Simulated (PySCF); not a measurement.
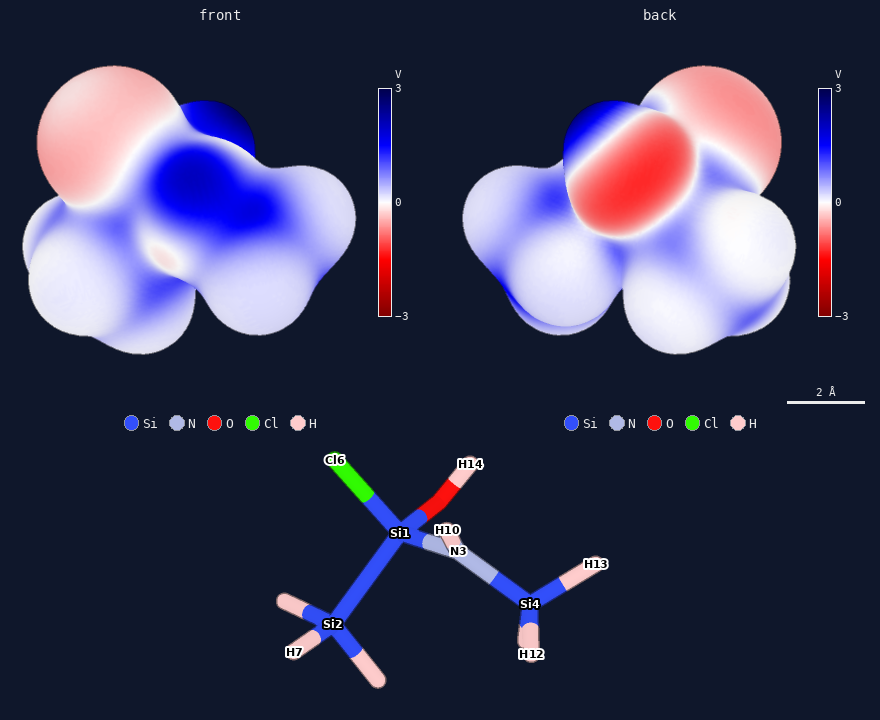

The picture shows: ClH₈NOSi₃ (SMILES O[Si]([SiH3])(Cl)N[SiH3]). The electrostatic potential painted on the density surface at 0.002 e/bohr³, seen from the front and from behind; red is negative and blue positive. The bare structure is drawn below in the same view.

Geometry: PBE0-D3(BJ)/def2-SVP.

Computed with PBE0/pcSseg-1, SCF density, gas phase, non-relativistic (PySCF 2.14.0).

The calculation's input:

```
{"job": {"kind": "nmr", "xc": "PBE0", "basis": "pcSseg-1"}, "charge": 0, "multiplicity": 1}
Si    -0.338235     0.164352    -1.306059
Si    -2.237022     0.493756     0.002234
N      1.168624     0.575090    -0.563780
Si     1.925708    -0.222447     0.792724
O     -0.370936    -1.423745    -1.774245
Cl    -0.460196     1.435969    -2.955541
H     -2.297405     1.935784     0.391274
H     -2.164602    -0.336417     1.244140
H     -3.469775     0.138051    -0.761673
H      1.635863     1.391342    -0.950324
H      0.913317    -1.157316     1.364442
H      2.344369     0.773301     1.825113
H      3.137119    -1.005935     0.395375
H      0.369887    -1.730427    -2.309200
```

Run with:

```sh
OMP_NUM_THREADS=1 python cluster_run.py task.json out
```

Question: Which sites attract a positive test charge, and which a negative one?

Answer: A positive charge is drawn to the negative regions and a negative charge to the positive ones. The most negative region (about −1.2 V, or −28 kcal/mol for a unit charge) lies over O5, the most positive (about +2.6 V, or +60 kcal/mol for a unit charge) over H14. O5 is the likeliest acceptor of a hydrogen bond.

Question: How polar is the molecule by this calculation?

Answer: Its dipole moment is 2.00 D.
